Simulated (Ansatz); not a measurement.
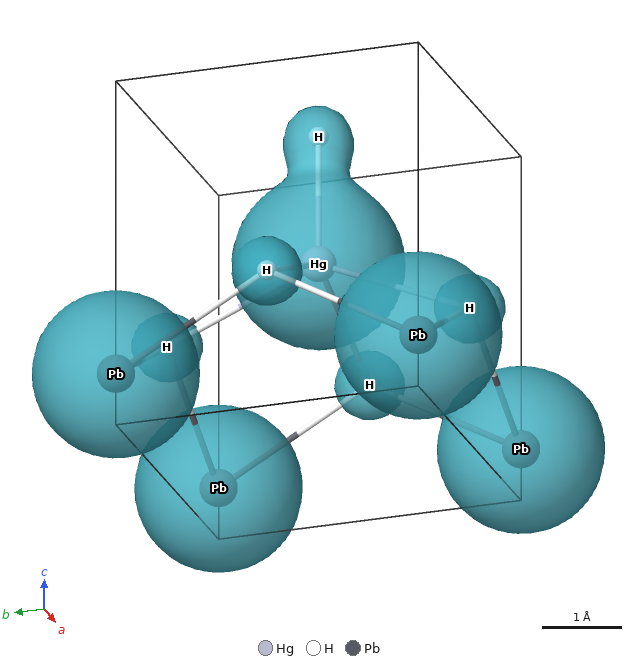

*HgH3Pb. Isosurface of the valence charge density (pseudo) at 0.5 e/Å³ (cyan), seen at an oblique angle. Sticks mark near contacts.*

Space group P4mm; started from the tetragonal perovskite_99 prototype, which need not be the ambient phase; computed without spin polarisation.

Level of theory: DFT PBE, scalar-relativistic, plane waves, PAW in Ansatz.

In a PAW calculation such maps are meaningful between the atoms, not at the nuclei.

The calculation's input:

```
crystal:
  lattice:
    - [4.1151173018, 0.0, 0.0]
    - [0.0, 4.1151173018, 0.0]
    - [0.0, 0.0, 4.4940208724]
  atoms:
    - { symbol: Hg, position: [0.5, 0.5, 0.5838678908] }
    - { symbol: H, position: [0.5, 0.5, 0.9759951714] }
    - { symbol: H, position: [0.0, 0.5, 0.3808729505] }
    - { symbol: H, position: [0.5, 0.0, 0.3808729505] }
    - { symbol: Pb, position: [0.0, 0.0, 0.1383910368] }
basis:
  ecutwfc: 420
kpoints:
  mp_grid: { grid: [10, 10, 8] }
hamiltonian:
  xc: pbe
scf:
  occupations: { method: gaussian, width: 0.1 }
output:
  forces: true
  stress: true
  eigenvalues: true
  write_density: true
  write_potential: true
  elf: true
  volumetric_format: npy
relax:
  adjacent_minimum: "off"
  f_tol: 0.01
  max_steps: 80
  cell: { stress_tol: 0.05 }
```

Command:

```sh
ansatz run input.yaml --threads 1 --pin off --max-ram 2560MiB --backend cpu --events-out ev --progress --plain --runs-dir out
```

Below, planes, directions and counts refer to the conventional cell (a = 4.07 Å, b = 4.07 Å, c = 4.73 Å, α = 90.00°, β = 90.00°, γ = 90.00°).

The fields are those of the run's last geometry, not of the input's.

**Which contacts does the surface bridge?**

At this value the density breaks into separate islands; it holds about 75 % of the electrons treated as valence (semicore included). It bridges the sampled Hg–H (1.75 Å) contacts, where the density stays above the isovalue. It is pinched off along the sampled Pb–H (2.34 Å) contacts. On the grid the lowest density along these lines, outside the cores, is 0.74 e/Å³ (Hg–H, 1.75 Å) and 0.24 e/Å³ (Pb–H, 2.34 Å).
